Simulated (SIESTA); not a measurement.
Band structure of IrRh3 (Pm-3m, 4 atoms in the cell).

```yaml
crystal:
  lattice:
    - [3.81706, 0.00000, 0.00000]
    - [0.00000, 3.81706, 0.00000]
    - [0.00000, 0.00000, 3.81706]
  atoms:
    - { symbol: Ir, position: [0.00000, 0.00000, 0.00000] }
    - { symbol: Rh, position: [0.00000, 0.50000, 0.50000] }
    - { symbol: Rh, position: [0.50000, 0.00000, 0.50000] }
    - { symbol: Rh, position: [0.50000, 0.50000, 0.00000] }
```

Method of the run: LDA PW92, numerical atomic orbitals TZP, PseudoDojo LDA standard norm-conserving potentials (rewritten from UPF to PSML) (SIESTA).

Settings: XC.functional = LDA; XC.authors = PW92; potentials = PseudoDojo LDA standard; PAO.BasisSize = TZP; PAO.EnergyShift = 0.005 Ry; MeshCutoff = 300 Ry; kgrid.MonkhorstPack = 6 6 6; OccupationFunction = FD; ElectronicTemperature = 0.1 eV; MaxSCFIterations = 150; SCF.Mixer.Method = Pulay; SCF.Mixer.Weight = 0.1; SCF.Mixer.History = 8; SCF.DM.Tolerance = 1.0E-05.

The starting cell comes from a database of computed structures (which also holds hypothetical and non-ambient phases and stackings), without a prior relaxation at this level. Spin-orbit coupling is off. Spin polarisation is off. Values carry the incompleteness of an atom-centred basis.

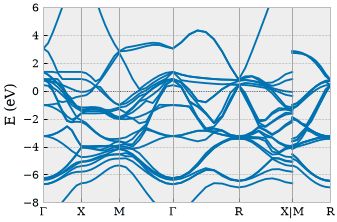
Fig. 1. Bands along the path, energies from the Fermi level.

Levels in eV from the Fermi level, bands 31 to 36:
```json
[
 {"point": "Γ", "31": "0.78", "32": "0.85", "33": "0.85", "34": "0.85", "35": "1.36", "36": "1.36"},
 {"point": "X", "31": "-1.45", "32": "-1.45", "33": "-1.35", "34": "-1.20", "35": "-0.37", "36": "-0.08"},
 {"point": "M", "31": "-1.99", "32": "-1.89", "33": "-1.31", "34": "-1.20", "35": "-1.02", "36": "-1.02"},
 {"point": "R", "31": "0.40", "32": "0.44", "33": "0.44", "34": "0.44", "35": "0.71", "36": "0.77"}
]
```

Bands cross the Fermi level along this path, so the cell is metallic at this level.

Higher empty bands are left out: an atom-centred basis made for the valence describes them poorly.
